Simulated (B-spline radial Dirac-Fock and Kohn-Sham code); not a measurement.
The ion Nb⁺ ([Kr] 4d4), inside a Watson sphere of charge −1 and radius 1.6 Å that stands in for a crystal. Computed with a B-spline radial code: independent-particle Coulomb rates on relativistic LDA orbitals, configuration-average energies from Dirac–Fock. Widths ruled by Coster–Kronig decay come out up to twice the measured ones in this model.

Before looking at the plot, say what to expect. Its caption: Auger and Coster–Kronig groups that fill an N1 (4s) hole, broadened by 0.30 eV full width and differentiated. Kinetic energies count from the vacuum level; very weak lines are left out.

The strongest group is N1-N3N5 at 14.77 eV (34 % of the non-radiative width), followed by N1-N3N4 at 14.30 eV (33 %), N1-N2N5 at 12.29 eV (24 %), N1-N2N4 at 12.72 eV (7.0 %). The lines shown span 12.29 eV to 49.20 eV.

The result:

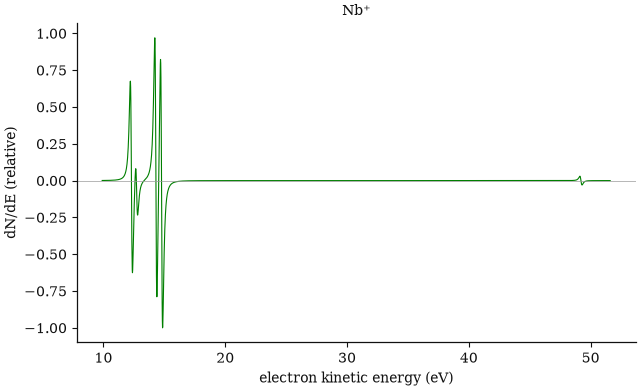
